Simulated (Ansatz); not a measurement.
## Nudged elastic band, with input and output: AlH₃SCl₂O (part 2 of 2)

Continued. System: AlH₃SCl₂O. Method: RKS PBE-D4/6-31G* (Ansatz 0.2.0). One setting was made poor on purpose. It belongs to a series of runs on one base structure; here: band between the two ends.

Geometry of the input (Å):
```
Al -0.0070  0.1446  0.2466
O  -0.1036  -0.3551  1.9057
H  -0.4006  -1.2636  2.0938
Cl 1.6537  -0.4853  -0.9339
Cl -1.8085  0.5379  -0.8237
S  0.7051  2.4437  0.8392
H  1.6822  2.0332  1.6924
H  -0.2062  2.5755  1.8410
```

**Output, continued**
```
NEB iter  47: max|band force component| = 7.635e-2 eV/Å  barrier→ = 0.2149 eV  barrier← = 0.5098 eV  CI = image 4  Δτ_max = 0.0078 Å  (121 SCF iters)
NEB iter  48: max|band force component| = 1.121e-1 eV/Å  barrier→ = 0.2147 eV  barrier← = 0.5096 eV  CI = image 4  Δτ_max = 0.0022 Å  (153 SCF iters)
NEB iter  49: max|band force component| = 5.794e-2 eV/Å  barrier→ = 0.2146 eV  barrier← = 0.5095 eV  CI = image 4  Δτ_max = 0.0021 Å  (133 SCF iters)
NEB iter  50: max|band force component| = 9.111e-2 eV/Å  barrier→ = 0.2146 eV  barrier← = 0.5095 eV  CI = image 4  Δτ_max = 0.0016 Å  (129 SCF iters)
the calculation of the forces begins
reference -44556.48288055 eV, -1637.4205443914 hartree; 37, 37 occupied and 60, 60 virtual orbitals, 1143 factors
1143 factors; their error is unknown
mean field evaluation 2464: about -44555.9852 eV, gradient 1.5e-1 eV
mean field -44555.98520483 eV, -1637.4022551460 hartree, gradient 2.6e-5 eV, S^2 0.000000; 1 other end points of the search recorded, 0 dependent functions left out
the calculation of the forces begins
reference -44555.98524771 eV, -1637.4022567220 hartree; 37, 37 occupied and 60, 60 virtual orbitals, 1143 factors
NEB iter  51: max|band force component| = 3.711e-2 eV/Å  barrier→ = 0.2145 eV  barrier← = 0.5095 eV  CI = image 4  Δτ_max = 0.0000 Å  (314 SCF iters)
```

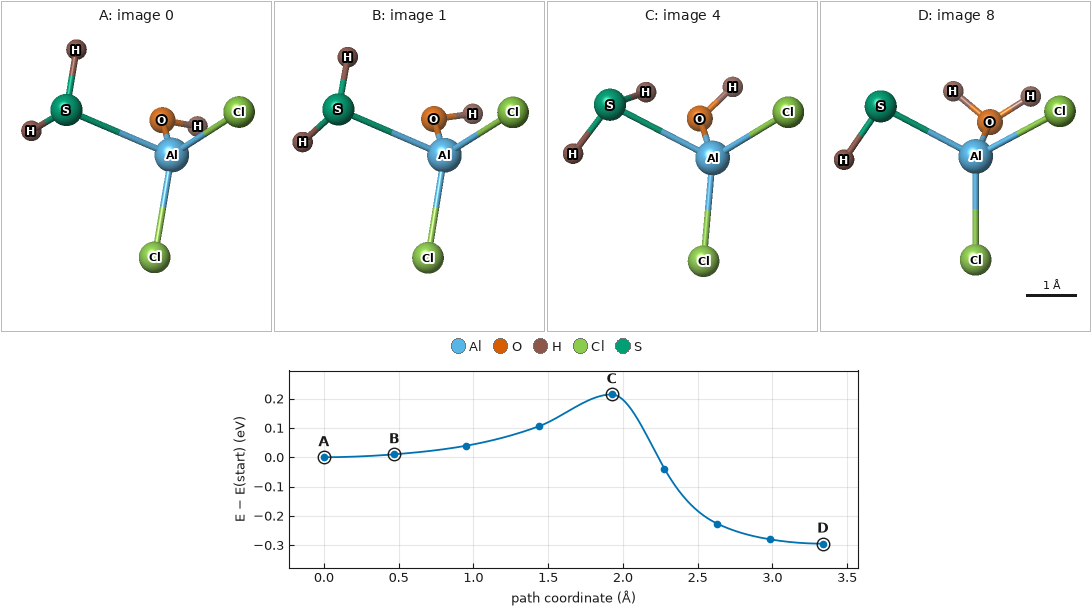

Images of the last band (counted from 0; ball-and-stick, seen at a tilt) above the energy along the path; the line is a cubic interpolation that uses the forces. The highest image is number 4, 0.215 eV above the start and 0.509 eV above the end (the climbing image); the end lies 0.295 eV below the start. The path is 3.34 Å long. The band converged in 51 iterations.

```
Total energy: -44556.23588983 eV, -1637.4114676498 hartree
Atom 0 at     0.078958     0.350152     0.108282 Å, force    -0.005246    -0.013656     0.003764 eV/Å
Atom 1 at    -0.012231    -0.164341     1.859044 Å, force    -0.006037    -0.008423     0.001307 eV/Å
Atom 2 at    -0.847496    -0.568024     2.171893 Å, force    -0.007872     0.003438     0.017691 eV/Å
Atom 3 at     1.791306    -0.341317    -0.920666 Å, force    -0.005027     0.010587    -0.010695 eV/Å
Atom 4 at    -1.823673     0.330506    -0.828160 Å, force     0.008933    -0.000906    -0.018535 eV/Å
Atom 5 at     0.446734     2.487167     1.144432 Å, force     0.000692    -0.002972     0.001753 eV/Å
Atom 6 at     1.784596     2.294174     1.307046 Å, force     0.002874     0.008634    -0.002781 eV/Å
Atom 7 at     0.096805     1.242683     2.019126 Å, force     0.011685     0.003298     0.007495 eV/Å
Dipole moment:    -0.008265     0.164167     0.670167 e Å
this run last wrote the band of iteration 51 to [file]
```

**The last band as extended XYZ (Å, eV, eV/Å)**
```
8
Properties=species:S:1:pos:R:3:forces:R:3 image=0 energy=-44556.45038
Al   -0.0070    0.1446    0.2466    0.0033   0.0030   0.0040
O    -0.1036   -0.3551    1.9057    0.0011   0.0056  -0.0044
H    -0.4006   -1.2636    2.0938    0.0004  -0.0037   0.0000
Cl    1.6537   -0.4853   -0.9339    0.0000  -0.0012   0.0004
Cl   -1.8085    0.5379   -0.8237   -0.0026   0.0012   0.0001
S     0.7051    2.4437    0.8392   -0.0014  -0.0066   0.0027
H     1.6822    2.0332    1.6924   -0.0019   0.0011   0.0002
H    -0.2062    2.5755    1.8410    0.0011   0.0007  -0.0029
8
Properties=species:S:1:pos:R:3:forces:R:3 image=1 energy=-44556.44033
Al    0.0141    0.1586    0.2274   -0.0082  -0.0070   0.0089
O    -0.0926   -0.3123    1.8968   -0.0114  -0.0031  -0.0024
H    -0.5876   -1.1235    2.1083    0.0084  -0.0452  -0.0011
Cl    1.7115   -0.4210   -0.9238   -0.0035   0.0038   0.0080
Cl   -1.7994    0.4390   -0.8567    0.0028   0.0070  -0.0057
S     0.6254    2.4722    0.8812    0.0029  -0.0037  -0.0097
H     1.7656    2.0913    1.5184    0.0073   0.0050  -0.0034
H    -0.1221    2.3267    2.0094    0.0016   0.0432   0.0054
8
Properties=species:S:1:pos:R:3:forces:R:3 image=2 energy=-44556.41111
Al    0.0255    0.1841    0.2082   -0.0151  -0.0164   0.0133
O    -0.0987   -0.2810    1.8843   -0.0248  -0.0092   0.0004
H    -0.7378   -0.9806    2.1080    0.0127  -0.0784  -0.0025
Cl    1.7519   -0.3712   -0.9058   -0.0088   0.0047   0.0091
Cl   -1.7974    0.3874   -0.8739    0.0092   0.0117  -0.0216
S     0.5507    2.4963    0.9614    0.0052  -0.0041  -0.0179
H     1.8137    2.1906    1.3648    0.0114   0.0072  -0.0157
H     0.0072    2.0056    2.1141    0.0102   0.0844   0.0349
8
Properties=species:S:1:pos:R:3:forces:R:3 image=3 energy=-44556.34525
Al    0.0399    0.2351    0.1720   -0.0258  -0.0583   0.0261
O    -0.0690   -0.2461    1.8627   -0.0297  -0.0527  -0.0033
H    -0.8374   -0.7814    2.1313   -0.0003  -0.0923   0.0004
Cl    1.7757   -0.3361   -0.9071   -0.0120   0.0209  -0.0003
Cl   -1.8122    0.3638   -0.8629    0.0114   0.0188  -0.0348
S     0.4943    2.5027    1.0759    0.0119   0.0018  -0.0164
H     1.8153    2.2655    1.2999    0.0136   0.0120  -0.0134
H     0.1084    1.6275    2.0892    0.0308   0.1499   0.0418
8
Properties=species:S:1:pos:R:3:forces:R:3 image=4 energy=-44556.23585
Al    0.0790    0.3502    0.1083   -0.0052  -0.0137   0.0038
O    -0.0122   -0.1643    1.8590   -0.0060  -0.0084   0.0013
H    -0.8475   -0.5680    2.1719   -0.0079   0.0034   0.0177
Cl    1.7913   -0.3413   -0.9207   -0.0050   0.0106  -0.0107
Cl   -1.8237    0.3305   -0.8282    0.0089  -0.0009  -0.0185
S     0.4467    2.4872    1.1444    0.0007  -0.0030   0.0018
H     1.7846    2.2942    1.3070    0.0029   0.0086  -0.0028
H     0.0968    1.2427    2.0191    0.0117   0.0033   0.0075
8
Properties=species:S:1:pos:R:3:forces:R:3 image=5 energy=-44556.48900
Al    0.1203    0.4669    0.0588    0.1028   0.3541  -0.1512
O    -0.0167   -0.0791    1.8995    0.0525   0.2170   0.0658
H    -0.8608   -0.4903    2.1919   -0.0255   0.1514   0.0558
Cl    1.7997   -0.4021   -0.8824   -0.0103  -0.0687   0.0152
Cl   -1.8061    0.2958   -0.8158    0.0277  -0.0552   0.0525
S     0.4707    2.5410    1.0351    0.0517   0.1413  -0.2391
H     1.7904    2.3047    1.2789    0.0097   0.0433  -0.0514
H     0.0177    0.9941    2.0951   -0.2086  -0.7832   0.2524
8
Properties=species:S:1:pos:R:3:forces:R:3 image=6 energy=-44556.67717
Al    0.1646    0.5681    0.0460    0.0233   0.0783  -0.0102
O    -0.0473   -0.0795    1.9150   -0.0106  -0.0205   0.0004
H    -0.9109   -0.4987    2.1270   -0.0394  -0.0175  -0.0364
Cl    1.7929   -0.4748   -0.8153   -0.0088  -0.0186   0.0272
Cl   -1.7831    0.2717   -0.7593    0.0149  -0.0030   0.0221
S     0.5342    2.6305    0.8850    0.0282   0.0608  -0.0884
H     1.8316    2.3500    1.1947    0.0199   0.0526  -0.0571
H    -0.0671    0.8638    2.2678   -0.0274  -0.1321   0.1424
8
Properties=species:S:1:pos:R:3:forces:R:3 image=7 energy=-44556.73054
Al    0.1917    0.6032    0.0812    0.0059   0.0114   0.0089
O    -0.1099   -0.1124    1.9256   -0.0109  -0.0119   0.0006
H    -1.0142   -0.4860    2.0307   -0.0103  -0.0175  -0.0205
Cl    1.8099   -0.5133   -0.7101    0.0000  -0.0040   0.0157
Cl   -1.7549    0.2667   -0.7257    0.0039   0.0098   0.0106
S     0.5799    2.6801    0.8129    0.0091   0.0138  -0.0150
H     1.9044    2.4447    1.0252    0.0171   0.0306  -0.0393
H    -0.0918    0.7481    2.4212   -0.0147  -0.0321   0.0392
8
Properties=species:S:1:pos:R:3:forces:R:3 image=8 energy=-44556.74531
Al    0.2191    0.6245    0.1296    0.0024  -0.0001   0.0048
O    -0.1812   -0.1402    1.9381    0.0044  -0.0010   0.0020
H    -1.1009   -0.4907    1.9604   -0.0008   0.0029  -0.0038
Cl    1.8382   -0.5391   -0.5947   -0.0031   0.0017   0.0020
Cl   -1.7187    0.2873   -0.7105   -0.0020  -0.0014  -0.0002
S     0.6297    2.7106    0.7871    0.0023   0.0012  -0.0011
H     1.9799    2.5389    0.8076   -0.0023  -0.0006  -0.0004
H    -0.1511    0.6397    2.5433   -0.0010  -0.0028  -0.0033
```

**Key numbers**

| quantity | value |
| --- | --- |
| outcome | converged |
| barrier, forward | 0.214 eV |
| barrier, backward | 0.509 eV |
| hardware | 2 threads of Arm Neoverse V2, 24 GiB of memory available, shared host |
| wall time | 11 min (CPU time 21 min) |
| peak memory | 0.14 GiB |

A deliberately poor setting: step length. The order of the saddle point was not checked.
